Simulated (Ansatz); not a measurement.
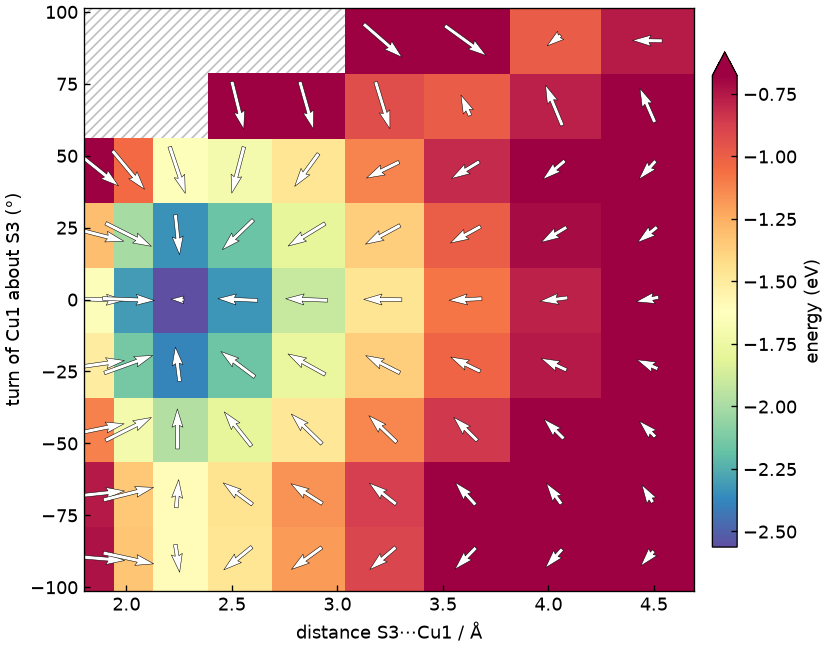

Energy landscape of CH4CuS, charge +1. 
- The turn is about an axis along (−1.00, −0.01, 0.03) in the frame of the relaxed pair, normal to the line between the partners.
- First axis: distance S3···Cu1. Second axis: turn of Cu1 about S3.
- Grid: 9 × 9 points. At 8 points there is no value (left out of the scan, as a rule where atoms come close).
- Points are written as (first, second).
- Energies are in eV, from the ion and the molecule far apart, frozen as in the relaxed pair, each in its own basis (no counterpoise correction).
- Energies and slopes of some neighbouring points disagree (a jump in structure or state, or too coarse a mesh).
- Computed with Ansatz, RKS B3LYP-D4/def2-SVPD.

Drawn: one coloured cell a grid point, arrows along the force (downhill), their lengths compressed, one colour for all values above the top of the scale, hatched blanks where no value was computed. 

**Where are the lowest and the highest points?**

The lowest grid point is at (2.242 Å, 0.0°), −2.56 eV from the ion and the molecule far apart, frozen as in the relaxed pair, each in its own basis (no counterpoise correction). The highest grid point, (3.215 Å, 90.0°), lies 6.05 eV above the lowest.

The input of one point:

```yaml
crystal:
  periodic: [false, false, false]
  atoms:
    - { symbol: Cu, position_ang: [-0.284736, 2.135481, -1.369715] }
    - { symbol: C, position_ang: [-0.146938, -0.807161, 0.054452] }
    - { symbol: S, position_ang: [-0.205825, 0.968831, 0.543206] }
    - { symbol: H, position_ang: [0.611148, -0.987243, -0.713886] }
    - { symbol: H, position_ang: [-1.145965, -1.05817, -0.32091] }
    - { symbol: H, position_ang: [0.062286, -1.389526, 0.95933] }
    - { symbol: H, position_ang: [1.109431, 1.146634, 0.833019] }
total_charge: 1
basis:
  gaussian: { orbitals: def2-SVPD }
hamiltonian:
  xc: { name: B3LYP }
  dispersion: d4
output:
  forces: true
```

The whole map (73 points run) took 7.7 min on 1 thread of Arm Neoverse V2, with other jobs on the host.
